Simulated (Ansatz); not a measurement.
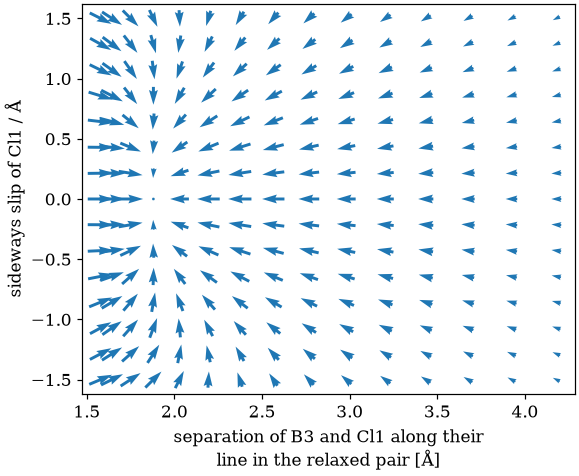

BCl4, charge −1. 
- Coordinates scanned: (1) separation of B3 and Cl1 along their line in the relaxed pair; (2) sideways slip of Cl1.
- Nothing is relaxed (both partners rigid).
- The scan uses a 15 × 15 grid.
- Points are written as (first, second).
- These are results of RKS PBE-D4/def2-SVPD in Ansatz, not measurements.

The picture shows arrows along the force (downhill), their lengths compressed.

Question: The arrows alone are given. Where is the energy lowest?

Answer: The arrows converge at (1.880 Å, 0.000 Å) (read from the interpolated surface).

The energy map of the same scan:

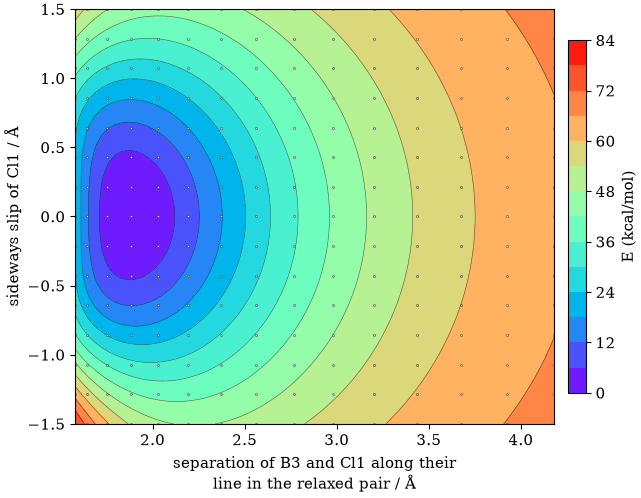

Energies are in kcal/mol, from the lowest grid point; between grid points the surface is interpolated.
